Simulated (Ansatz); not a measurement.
Consider GaN in the zinc blende structure (space group F-43m, No. 216; a = 4.4979 Å).

Now apply this change: full substitution N → As; the structure is relaxed again.

Computed with r2SCAN, PAW, 500 eV (Ansatz, a quantum-chemistry and plane-wave program; no spin-orbit coupling).

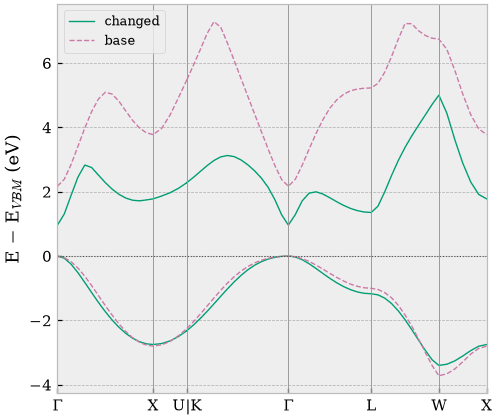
Figure. Highest valence and lowest conduction band along the path, each from its own valence-band maximum

Q: Read the changed gap and its character from the plot.

A: About 1.0 eV, direct at Γ.

Stability against distortions was not tested. This is not the structure that GaN has at room temperature and ambient pressure.
